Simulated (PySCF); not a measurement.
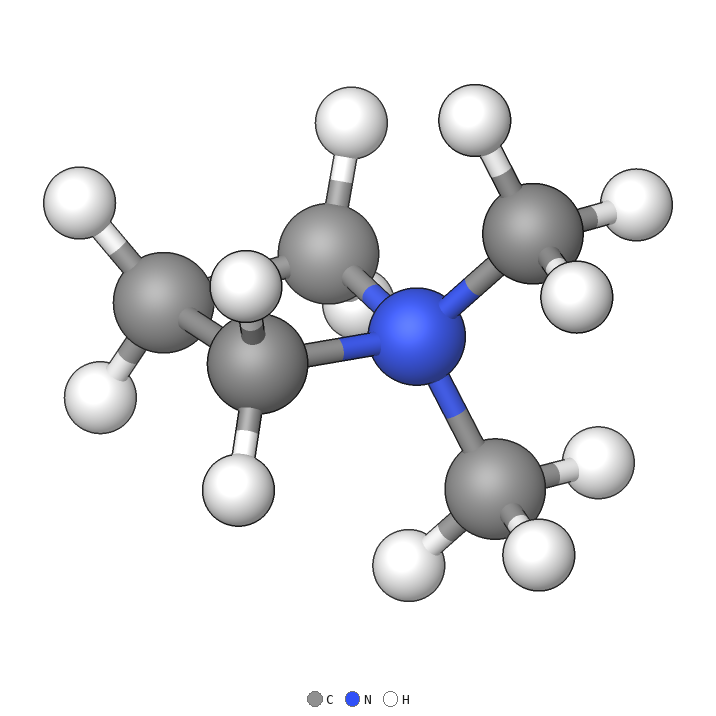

Charge +1, singlet. The computed structure is the end point of a GFN2-xTB optimisation. No frequency run is at hand to confirm it as a minimum.

Draw it as a skeletal formula.

SMILES: C[N+]1(C)CCC1

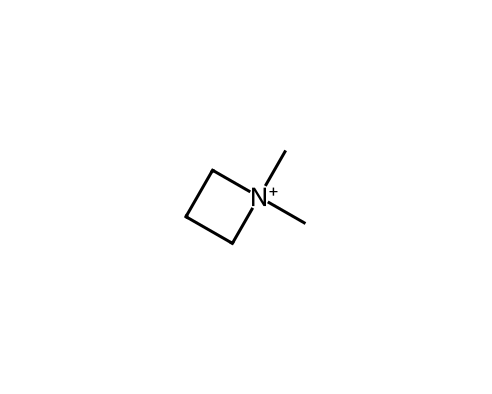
